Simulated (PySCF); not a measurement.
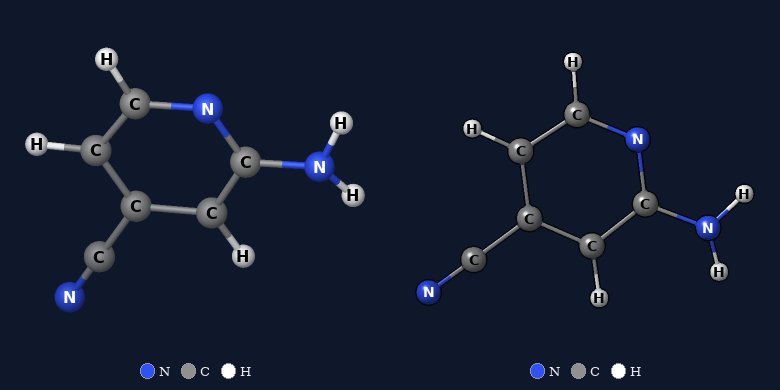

The same structure drawn twice, from different directions.

The geometry was computed by an optimisation with PBE0-D3(BJ)/def2-TZVP. No frequency run is at hand to confirm it as a minimum.

> Which formula does it have?

C6H5N3, 14 atoms: 6 carbon, 5 hydrogen and 3 nitrogen.

> Count the bonded pairs by element.

5 C–C, 4 C–N, 3 C–H, 2 N–H.

> What is its SMILES?

N#Cc1ccnc(N)c1

> Name some functional groups or characteristic bonds that it holds.

Among them: nitrile.

The parts below concern this one geometry. Atoms keep their numbers from picture to picture.

## Shape

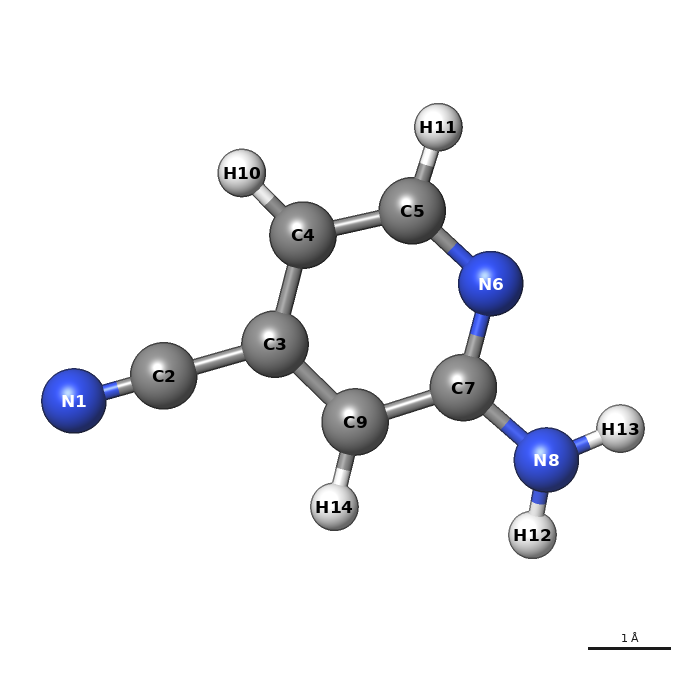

Atoms carry their numbers in the input. No frequency run is at hand to confirm it as a minimum.

Which atoms are bonded, and how long are the bonds?

```tsv
bond	length (Å)	order
N1–C2	1.151	triple
C2–C3	1.429	delocalised
C3–C4	1.396	aromatic
C3–C9	1.383	aromatic
C4–C5	1.382	aromatic
C4–H10	1.081	single
C5–N6	1.327	aromatic
C5–H11	1.086	single
N6–C7	1.333	aromatic
C7–N8	1.362	single
C7–C9	1.402	aromatic
N8–H12	1.003	single
N8–H13	1.005	single
C9–H14	1.083	single
```

## Quadrupole coupling

No frequency run is at hand to confirm it as a minimum. Electric field gradients from the ground-state density, PBE0/pcSseg-2 (PySCF 2.14.0), non-relativistic apart from any core potentials.

Give the largest field-gradient component, the quadrupole coupling constant and the asymmetry for 14N at N1 (Q = 20.44 mb), 14N at N6 (Q = 20.44 mb), 14N at N8 (Q = 20.44 mb), 2H at H10 (Q = 2.86 mb), 2H at H11 (Q = 2.86 mb).

```tsv
atom	V_zz (a.u.)	e²qQ/h (MHz)	η
N1	−0.999	−4.80	0.01
N6	−0.976	−4.69	0.14
N8	−0.997	−4.79	0.11
H10	0.298	0.200	0.08
H11	0.286	0.192	0.06
```

## Levels of theory compared

No frequency run is at hand to confirm it as a minimum. Program: PySCF 2.14.0.

Compare HOMO–LUMO gap (eV), dipole (D) at these levels: B97-2/pcSseg-2; KT3/pcSseg-2; PBE0/pcSseg-2; WP04/pcSseg-2 in chloroform (IEF-PCM); ωB97X-D/pcSseg-2; ωB97X-D/pcSseg-2 in chloroform (IEF-PCM).

```json
{"level": "B97-2/pcSseg-2", "HOMO–LUMO gap (eV)": "4.75", "dipole (D)": "3.88"}
{"level": "KT3/pcSseg-2", "HOMO–LUMO gap (eV)": "3.24", "dipole (D)": "3.92"}
{"level": "PBE0/pcSseg-2", "HOMO–LUMO gap (eV)": "5.02", "dipole (D)": "3.87"}
{"level": "WP04/pcSseg-2 in chloroform (IEF-PCM)", "HOMO–LUMO gap (eV)": "3.93", "dipole (D)": "4.58"}
{"level": "ωB97X-D/pcSseg-2", "HOMO–LUMO gap (eV)": "8.46", "dipole (D)": "3.78"}
{"level": "ωB97X-D/pcSseg-2 in chloroform (IEF-PCM)", "HOMO–LUMO gap (eV)": "8.26", "dipole (D)": "4.48"}
```

## Ring current

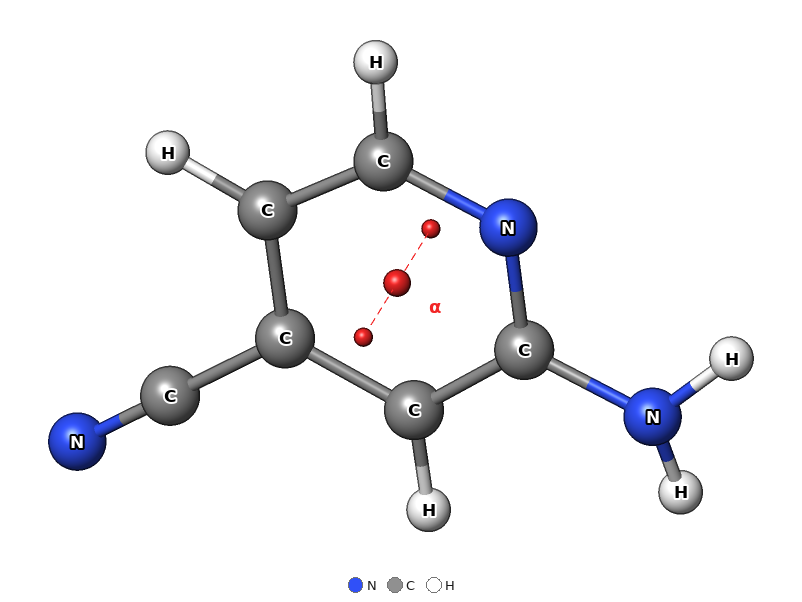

The small points mark where nucleus-independent chemical shifts (NICS) were computed: at the centre of each lettered ring and 1 Å above and below it. No frequency run is at hand to confirm it as a minimum. Properties computed with GIAO B97-2/pcSseg-2 NMR shielding, non-relativistic, gas phase (PySCF 2.14.0).

Give NICS(0), NICS(1) and the out-of-plane component NICS(1)zz for each ring (means of the two sides).

| ring | members | NICS(0) | NICS(1) | NICS(1)zz |
| --- | --- | --- | --- | --- |
| α | C5N | −6.3 | −8.0 | −21.5 |

Values in ppm.

> What do the values say about the ring currents?

Ring α: diatropic, as in an aromatic ring. NICS is one index among several.
